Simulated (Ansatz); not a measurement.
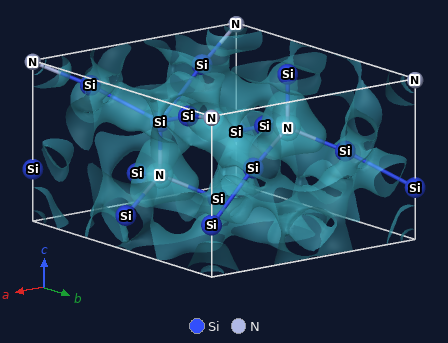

Si4N. Isosurface of the electron localisation function at 0.65 (cyan), seen at an oblique angle. Only the valence region is drawn (cores and ρ < 0.01 e/Å³ removed). Sticks mark near contacts.

Space group R3m; a structure generated by program, which may or may not match a known phase; computed without spin polarisation.

Computed with DFT PBE, scalar-relativistic, plane waves, PAW (Ansatz).

Q: Identify the bonds, lone pairs and shells in this picture.

A: The ELF exceeds this value in three regions on N in which the atom's valence shell and bonds are merged and one network that runs through the whole crystal, counted in one cell of 15 atoms. Regions shared between cells count once. Along the contacts the grid gives the following. Si–N (1.78 Å): the ELF peaks at about 0.90 between the atoms. Si–Si (2.39 Å): the ELF peaks at about 0.90 between the atoms.
